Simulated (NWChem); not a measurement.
**TiH4O4 (SMILES O[Ti](O)(O)O) at B3LYP/6-31G(d) (Cartesian functions)**

Aim: the energy change on altering one bond length of TiH4O4 at B3LYP/6-31G* (Cartesian functions), from 2 runs. 

Program for the calculation: NWChem 7.3.0.

6 further runs of the same task are left out: 2 that didn't finish, 4 set aside as unsound or not needed.

## (1) The structure to begin with

TiH4O4: 9 atoms, total charge 0, spin state singlet. As SMILES, `O[Ti](O)(O)O`. The coordinates come from a PBE0-D4/def2-TZVP relaxation. This is one conformer, not always the lowest.

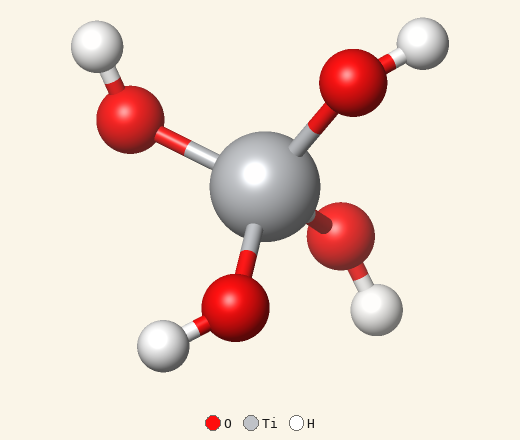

The structure, seen from a chosen angle (oxygen red, titanium light grey, hydrogen white).

## (2) Energy and forces at B3LYP/6-31G(d) (Cartesian functions)

Contents of struct.nw:

```
start struct
title "H4O4Ti gradient"
memory total 2200 mb

geometry units angstroms noautosym nocenter noautoz
  O    -0.125250    1.268390   -1.272730
  Ti    0.000070    0.000090   -0.000050
  O     1.651710   -0.715310   -0.066120
  O    -1.235630   -1.279200   -0.283830
  O    -0.290490    0.726280    1.622320
  H    -0.813470    1.413950   -1.922910
  H     2.270980   -0.885970    0.644480
  H    -1.123140   -2.176250   -0.600550
  H    -0.334770    1.648010    1.879390
end

basis cartesian
  * library 6-31G*
end

dft
  xc b3lyp
  grid fine
  convergence energy 1e-08
  maxiter 100
  mulliken
  noprint "final vectors analysis"
end

task dft gradient
```

The run is started by

```bash
$ nwchem struct.nw > struct.out
```

The program printed, cut to the lines that bear on the results:

```text
[...]
          Wavefunction type:  closed shell.
          No. of atoms     :     9
          No. of electrons :    58
[...]
          Charge           :     0
          Spin multiplicity:     1
[...]
          AO basis - number of functions:   107
[...]
              XC Information
              --------------
                         B3LYP Method XC Potential
                     Hartree-Fock (Exact) Exchange  0.200
                        Slater Exchange Functional  0.800 local
                    Becke 1988 Exchange Functional  0.720 non-local
              Lee-Yang-Parr Correlation Functional  0.810
                  VWN I RPA Correlation Functional  0.190 local
[...]
 d= 0,ls=0.0,diis     1  -1152.4226848280 -1.48D+03  7.82D-02  4.53D+00     6.3
[...]
 d= 0,ls=0.0,diis    11  -1152.9275655984 -3.32D-09  4.81D-07  4.04D-09    52.6
         Total DFT energy =    -1152.927565598421
      One electron energy =    -2234.282183400093
           Coulomb energy =      832.034349956426
    Exchange-Corr. energy =      -78.014849001307
 Nuclear repulsion energy =      327.335116846553
[...]
      Total Density - Mulliken Population Analysis
     ---------------------------------------------
    Atom       Charge   Shell Charges
 -----------   ------   -------------------------------------------------------
    1 O    8     8.78   1.99  0.89  2.92  0.99  1.96  0.02
    2 Ti  22    20.58   2.00  2.00  5.99  2.07  6.12  0.05  0.37  0.03  0.12  0.85  1.03 -0.05
    3 O    8     8.78   1.99  0.89  2.92  0.99  1.96  0.02
    4 O    8     8.78   1.99  0.89  2.92  0.99  1.96  0.02
    5 O    8     8.78   1.99  0.89  2.92  0.99  1.96  0.02
    6 H    1     0.57   0.47  0.10
    7 H    1     0.57   0.47  0.10
    8 H    1     0.57   0.47  0.10
    9 H    1     0.57   0.47  0.10
[...]
  wavefunction    = closed shell
                         DFT ENERGY GRADIENTS
    atom               coordinates                        gradient
                 x          y          z           x          y          z
   1 O      -0.236688   2.396910  -2.405111   -0.007010  -0.001614  -0.003717
   2 Ti      0.000132   0.000170  -0.000094    0.000001   0.000003   0.000011
   3 O       3.121279  -1.351740  -0.124949    0.002450  -0.000043   0.007717
   4 O      -2.335002  -2.417337  -0.536361    0.004273  -0.006279  -0.002660
   5 O      -0.548947   1.372470   3.065740    0.000281   0.007938  -0.001344
   6 H      -1.537235   2.671978  -3.633773    0.006747  -0.000654   0.005695
   7 H       4.291530  -1.674241   1.217891   -0.005154   0.001235  -0.007096
   8 H      -2.122427  -4.112516  -1.134875   -0.001872   0.008085   0.002931
   9 H      -0.632624   3.114287   3.551532    0.000283  -0.008670  -0.001537
[...]
```

Run time: 65 s. Hardware: 1 thread of Intel Xeon Platinum 8259CL at 2.50GHz (Skylake/Cascade Lake), shared host; peak memory 0.14 GiB.

## (3) The distorted shape: a single-point energy at B3LYP/6-31G(d) (Cartesian functions)

Contents of struct.nw:

```
start struct
title "H4O4Ti"
memory 2200 mb
geometry units atomic noautosym nocenter noautoz
   O     -0.35510222     3.59532300    -3.60766292
   Ti     0.00013228     0.00017008    -0.00009449
   O      3.12127954    -1.35173999    -0.12494869
   O     -2.33500229    -2.41733766    -0.53636097
   O     -0.54894654     1.37247029     3.06574049
   H     -1.65564953     3.87039154    -4.83632505
   H      4.29153023    -1.67424065     1.21789069
   H     -2.12242700    -4.11251648    -1.13487502
   H     -0.63262361     3.11428755     3.55153238
end
basis cartesian
   * library 6-31G*
end
dft
   xc b3lyp
   grid fine
   convergence energy 1e-08
   maxiter 100
   mulliken
   print medium
end
task dft energy
```

The run is started by

```bash
$ nwchem struct.nw > struct.out
```

The program printed, cut to the lines that bear on the results:

```text
[...]
          Wavefunction type:  closed shell.
          No. of atoms     :     9
          No. of electrons :    58
[...]
          Charge           :     0
          Spin multiplicity:     1
[...]
          AO basis - number of functions:   107
[...]
              XC Information
              --------------
                         B3LYP Method XC Potential
                     Hartree-Fock (Exact) Exchange  0.200
                        Slater Exchange Functional  0.800 local
                    Becke 1988 Exchange Functional  0.720 non-local
              Lee-Yang-Parr Correlation Functional  0.810
                  VWN I RPA Correlation Functional  0.190 local
[...]
 d= 0,ls=0.0,diis     1  -1152.1756216786 -1.45D+03  9.08D-02  5.01D+00     6.7
[...]
 d= 0,ls=0.0,diis    18  -1152.8140593400 -1.00D-09  5.52D-07  2.17D-09    78.6
         Total DFT energy =    -1152.814059340006
      One electron energy =    -2179.192087990634
           Coulomb energy =      803.850702125290
    Exchange-Corr. energy =      -77.865460822197
 Nuclear repulsion energy =      300.392787347536
[...]
      Total Density - Mulliken Population Analysis
     ---------------------------------------------
    Atom       Charge   Shell Charges
 -----------   ------   -------------------------------------------------------
    1 O    8     8.81   1.99  0.90  2.81  1.05  2.05 -0.00
    2 Ti  22    20.64   2.00  2.00  5.99  2.08  6.13  0.14  0.37  0.04  0.12  0.87  0.99 -0.07
    3 O    8     8.75   1.99  0.90  2.91  0.98  1.93  0.03
    4 O    8     8.74   1.99  0.90  2.91  0.98  1.93  0.03
    5 O    8     8.76   1.99  0.90  2.92  0.98  1.94  0.03
    6 H    1     0.63   0.49  0.15
    7 H    1     0.56   0.47  0.09
    8 H    1     0.56   0.47  0.09
    9 H    1     0.55   0.46  0.09
[...]
```

It took 79 s on 1 thread of Intel Xeon Platinum 8259CL at 2.50GHz (Skylake/Cascade Lake), shared host; peak memory 0.12 GiB.

## (4) Summary of results

At B3LYP/6-31G* (Cartesian functions):

| quantity | value |
| --- | --- |
| first shape: total energy | -1152.92757 Eh |
| first shape: dipole moment | 0.00 D |
| first shape: largest force on an atom | 0.455 eV/Å |
| distorted shape: total energy | -1152.81406 Eh |
| distorted shape: dipole moment | 3.95 D |
| distorted shape: HOMO energy | -5.53 eV |
| distorted shape: LUMO energy | -2.59 eV |
| distorted shape: HOMO–LUMO gap | 2.94 eV |
| energy change with the O1–Ti2 bond stretched from 1.801 to 2.702 Å | 3.089 eV |

**Reading.** With the O1–Ti2 bond stretched from 1.801 to 2.702 Å the energy rises by 3.09 eV (71 kcal/mol). The first shape isn't relaxed at this level, so the change isn't measured from a minimum. A restricted reference can't describe the breaking bond well at this length. The largest force (first shape) is 0.46 eV/Å: the shape isn't a stationary point for this species at this level. Mulliken charges (first shape) run from -0.78 on O1 to +1.42 on Ti2; they depend strongly on the basis.
